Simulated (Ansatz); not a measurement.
A series of calculations on C₂H₈OSSi

### Relaxation

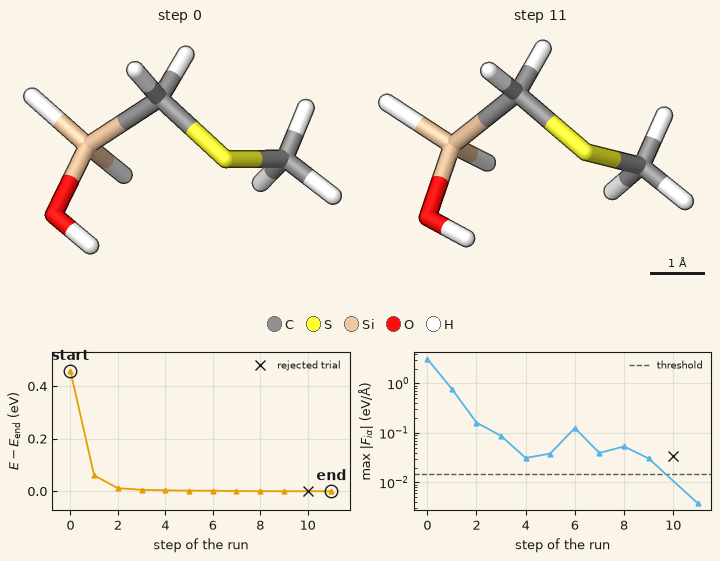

First and last geometry of a relaxation of C₂H₈OSSi, with the history of the run. A stick model, seen face on.

The run prepares an end point of a later path (torsion) calculation, from a guessed geometry.

These are results of RKS CAM-B3LYP-D4/6-31G* (Ansatz), not measurements. (no spin polarisation; force threshold 0.015 eV/Å; at most 40 steps)

Question: Read the history and describe the run.

Answer: It converged. An H atom moves most after the best rigid fit: 0.33 Å. By element the largest moves are H 0.33 Å, O 0.27 Å, S 0.16 Å, C 0.15 Å, Si 0.14 Å. Near-neighbour distances that change, for instance: C–H 1.170 → 1.092 Å, H–Si 1.558 → 1.488 Å, C–H 1.150 → 1.095 Å, H–O 1.021 → 0.969 Å. Bond angles that change, for instance: C–Si–O 115.6° → 108.4°, O–Si–H 106.3° → 112.4°, C–Si–H 104.6° → 108.8°. Over 10 accepted moves (11 points after the start) the energy falls by 0.458 eV. Largest force component: 3.1 eV/Å at the start, 0.0038 eV/Å at the end. The line search rejected the trial step at point 10 of the run. The run took 63 s on 2 threads of Intel(R) Xeon(R) Platinum 8488C (Sapphire Rapids), with other jobs on the host, peak memory 0.29 GiB.

### Relaxation

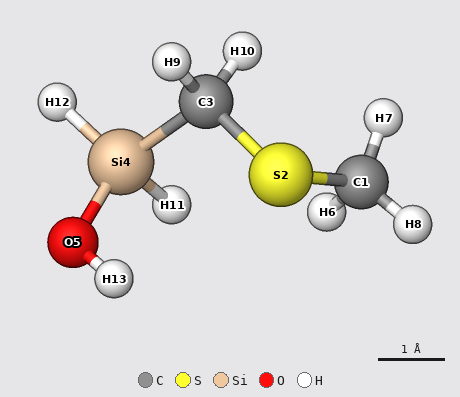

Starting structure of C₂H₈OSSi. A ball-and-stick model, seen face on.

The run prepares an end point of a later path (torsion) calculation, from a guessed geometry.

The calculation used RKS CAM-B3LYP-D4/6-31G* in Ansatz.

Input file:
```yaml
crystal:
  periodic: [false, false, false]
  atoms:
    - { symbol: C, position_ang: [-1.6731, 0.7426, 0.9711] }
    - { symbol: S, position_ang: [-0.0192, 1.3586, 0.737] }
    - { symbol: C, position_ang: [-0.32146, 2.23931, -0.81561] }
    - { symbol: Si, position_ang: [-0.78742, 4.00999, -0.54249] }
    - { symbol: O, position_ang: [0.14111, 4.82788, 0.52798] }
    - { symbol: H, position_ang: [-2.3788, 1.672, 1.0541] }
    - { symbol: H, position_ang: [-2.0245, 0.2036, 0.1022] }
    - { symbol: H, position_ang: [-1.7678, 0.2055, 1.863] }
    - { symbol: H, position_ang: [0.67788, 2.2168, -1.38392] }
    - { symbol: H, position_ang: [-0.99944, 1.66506, -1.47111] }
    - { symbol: H, position_ang: [-2.21552, 3.94957, 0.07616] }
    - { symbol: H, position_ang: [-0.9107, 4.7261, -1.80149] }
    - { symbol: H, position_ang: [0.42143, 4.28667, 1.34725] }
basis:
  gaussian: { orbitals: "6-31G*" }
hamiltonian:
  xc: cam_b3lyp
  dispersion: d4
relax:
  f_tol: 0.015
  max_steps: 40
```

Launched with:
```bash
ansatz run input.yaml --threads 2 --pin off --max-ram 3072MiB --backend cpu --events-out ev --progress --plain --runs-dir out
```

> Where does the relaxation end?

H13 moves most after the best rigid fit: 0.34 Å. Largest moves by element: H 0.34 Å, O 0.26 Å, C 0.16 Å, S 0.15 Å, Si 0.12 Å. Among the contacts that change: C1–H6 1.170 → 1.092 Å, Si4–H11 1.558 → 1.488 Å, C3–H9 1.150 → 1.095 Å, O5–H13 1.021 → 0.970 Å. Bond angles that change, for instance: C3–Si4–O5 115.6° → 108.4°, O5–Si4–H11 106.3° → 112.4°, S2–C1–H6 107.1° → 112.2°. After 11 geometry steps the energy has fallen by 11.2 kcal/mol. The largest force component goes from 3.3 to 0.0056 eV/Å.

The structure at the end:

```xyz
13

C    -1.6825    0.8794    1.0462
S     0.0268    1.2996    0.6063
C    -0.2549    2.2505   -0.9324
Si   -0.9023    3.9819   -0.5521
O     0.0241    4.6311    0.6551
H    -2.2937    1.7673    1.2190
H    -2.1419    0.2680    0.2656
H    -1.6415    0.2967    1.9684
H     0.7266    2.3264   -1.4107
H    -0.8940    1.6751   -1.6103
H    -2.3390    3.8855   -0.1755
H    -0.7771    4.8642   -1.7353
H     0.2919    3.9780    1.3197
```

The end point in the same view:

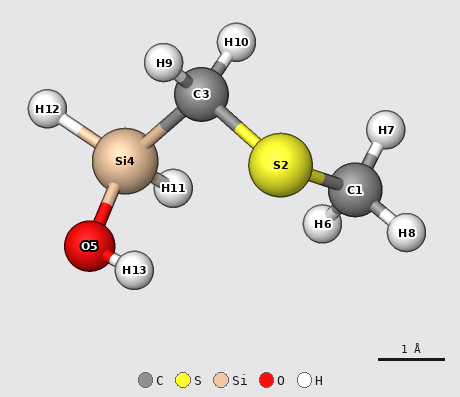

### Path

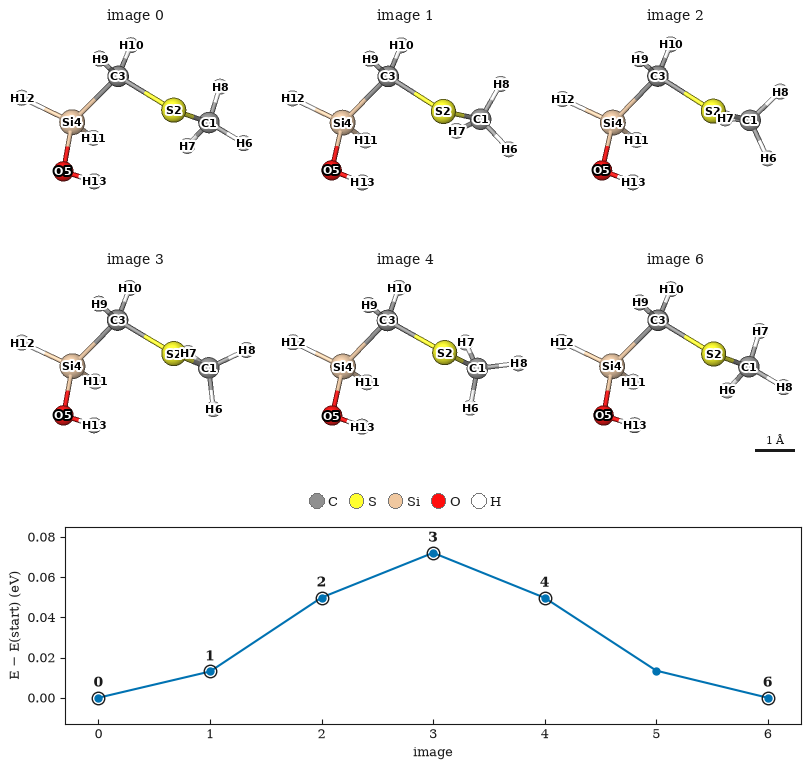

NEB run on C$_{2}$H$_{8}$OSSi. Images are numbered from 0 (start) to 6 (end). A ball-and-stick model, seen face on.

Theory: Ansatz 0.2.0, RKS CAM-B3LYP-D4/6-31G*. Settings: 5 movable images; climbing image; force threshold 0.05 eV/Å; iteration limit 52; starting path through a guess of the saddle point.

Describe the mechanism and the energy profile.

Answer. The motion is a rotation about the C1–S2 bond by about 120°. No bond forms or breaks between the ends. Among the angles between lasting bonds that change up to the highest image: S2–C1–H6 107.0° → 110.6°, S2–C1–H7 112.2° → 110.0°. The two ends have the same energy, and the highest point, image 3, lies 0.072 eV above the start. The band converged in 8 iterations, with a climbing image at the top.

Cost: 2.1 min on 2 threads of Intel(R) Xeon(R) Platinum 8488C (Sapphire Rapids), on a shared host, peak memory 0.29 GiB.
